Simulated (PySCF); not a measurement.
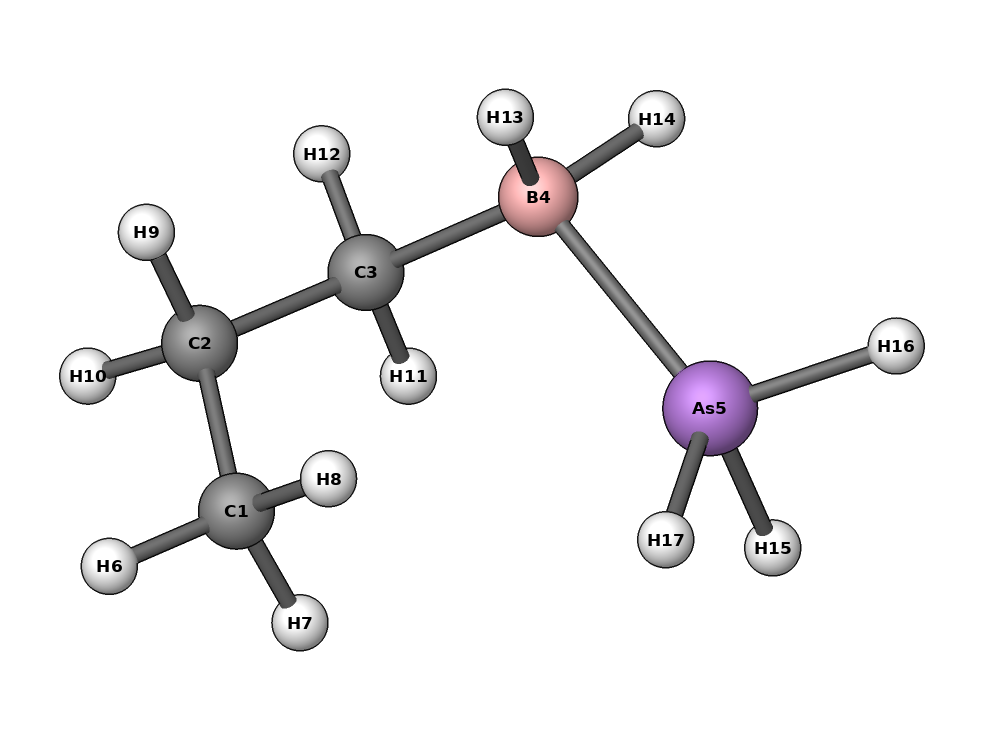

The questions are on isotropic NMR shieldings of the H atoms. The geometry was computed by an optimisation with PBE0-D3(BJ)/def2-SVP. No frequency run is at hand to confirm it as a minimum. Level of theory: GIAO HF/pcSseg-1 NMR shielding, non-relativistic, gas phase (PySCF 2.14.0).

List the isotropic NMR shieldings of the H atoms.

```csv
atom,σ (ppm)
H6,30.51
H7,31.48
H8,30.90
H9,30.49
H10,30.30
H11,31.68
H12,30.67
H13,29.92
H14,29.85
H15,27.89
H16,27.76
H17,27.75
```
